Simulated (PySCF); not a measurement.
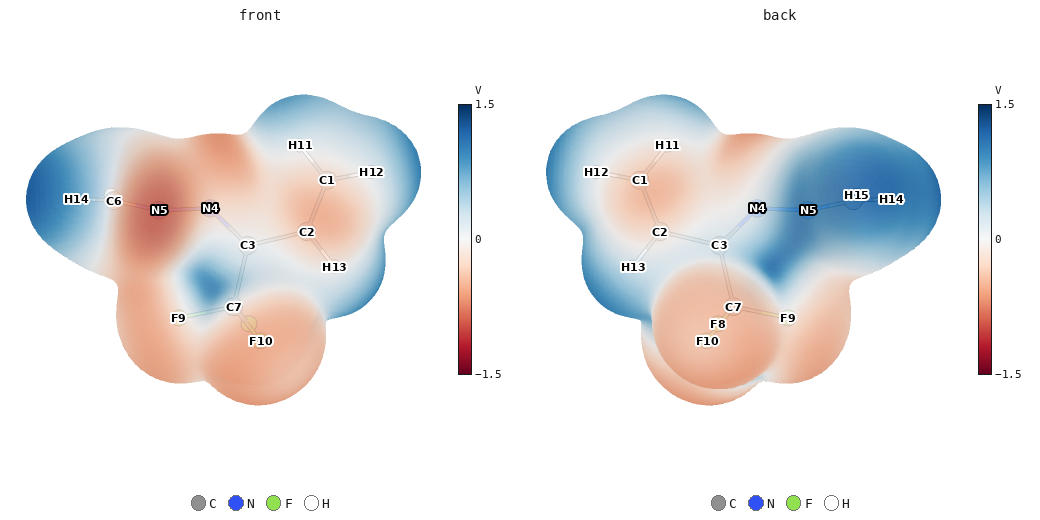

*C5H5F3N2 (SMILES C=C/C(=N/N=C)C(F)(F)F). The electrostatic potential painted on the density surface at 0.002 e/bohr³, seen from the front and from behind; the colour scale runs from red (negative) to blue (positive).*

Geometry: GFN2-xTB.

Theory: PySCF, PBE0/pcSseg-1, SCF density, gas phase, non-relativistic.

```yaml
atoms:
  - { symbol: C, position_ang: [-2.3322, -1.1751, 0.4052] }
  - { symbol: C, position_ang: [-1.7899, -0.0169, 0.0406] }
  - { symbol: C, position_ang: [-0.3651, 0.2472, 0.0385] }
  - { symbol: N, position_ang: [0.4905, -0.6413, 0.3685] }
  - { symbol: N, position_ang: [1.7133, -0.6150, 0.6370] }
  - { symbol: C, position_ang: [2.7729, -0.9847, 0.0718] }
  - { symbol: C, position_ang: [0.0376, 1.6408, -0.4091] }
  - { symbol: F, position_ang: [-0.3227, 1.8808, -1.6860] }
  - { symbol: F, position_ang: [1.3594, 1.8562, -0.3421] }
  - { symbol: F, position_ang: [-0.5470, 2.6021, 0.3279] }
  - { symbol: H, position_ang: [-1.7192, -1.9989, 0.7270] }
  - { symbol: H, position_ang: [-3.3967, -1.3240, 0.3934] }
  - { symbol: H, position_ang: [-2.4074, 0.8095, -0.2828] }
  - { symbol: H, position_ang: [3.6751, -0.9881, 0.6584] }
  - { symbol: H, position_ang: [2.8269, -1.2847, -0.9701] }
```

Question: Where is the surface potential most negative and most positive?

Answer: The most negative region (about −0.8 V) lies over N5, the most positive (about +1.2 V) over H14 and H15.

Question: What dipole moment does the calculation give?

Answer: Its dipole moment is 1.89 D.
